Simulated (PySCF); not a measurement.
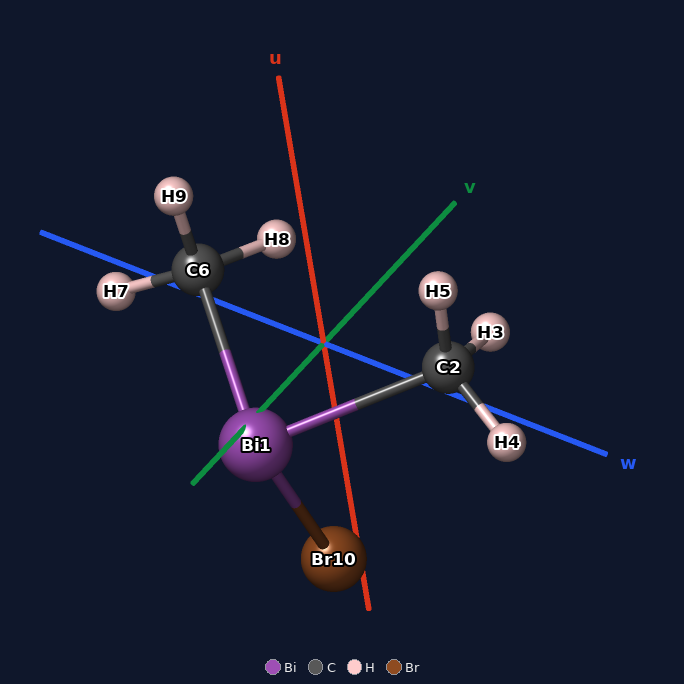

The lines u, v and w are the principal axes of the static dipole polarisability. The computed structure is the end point of a PBE0-D3(BJ)/def2-SVP optimisation. No frequency run is at hand to confirm it as a minimum. Computed with B3LYP/def2-SVPD, core potentials on Bi (PySCF 2.14.0).

Question: Along which axis is the molecule most polarisable, and along which least?

Answer: Most along u, least along v.

Question: Give the three principal values.

Answer: u 111.1, v 89.1, w 99.2 bohr³; mean 99.8, anisotropy 19.1 bohr³.
